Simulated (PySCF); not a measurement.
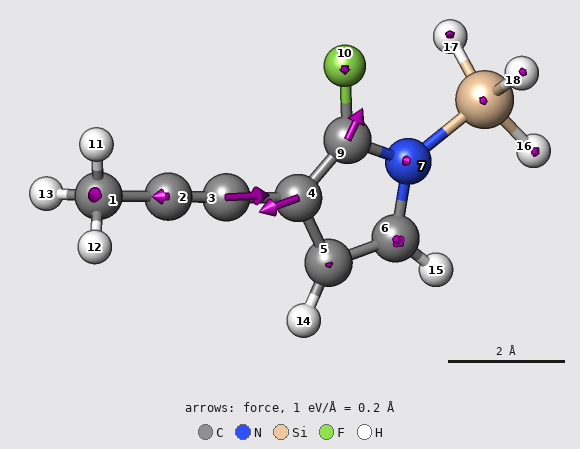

Starting geometry of C₇H₈FNSi with the computed forces as purple arrows. A ball-and-stick model, seen at a tilt.

The start comes from GFN2-xTB. Its atoms were then displaced at random by about 0.01 Å.

These are results of PySCF, PBE0-D3(BJ)/def2-SVP geometry optimisation, gas phase, not measurements. 

### Is this structure relaxed? If not, where do the atoms go?

It isn't relaxed: the largest force vector, on a C atom, is 4.41 eV/Å. The final displacements have little in common with the starting forces (cosine between the two patterns 0.30). The energy falls by 0.279 eV in 7 geometry steps. The atom that moves furthest after the best rigid fit is an H atom (0.12 Å). By element the largest moves are H 0.12 Å, C 0.07 Å, F 0.05 Å, N 0.03 Å, Si 0.01 Å. Near-neighbour distances that change, for instance: C–C 1.331 → 1.377 Å, C–C 1.458 → 1.418 Å, C–C 1.415 → 1.453 Å, H–Si 1.452 → 1.487 Å. Bond angles that change, for instance: N–Si–H 106.4° → 109.7°, C–C–C 125.4° → 128.6°, H–Si–H 114.2° → 111.1°.
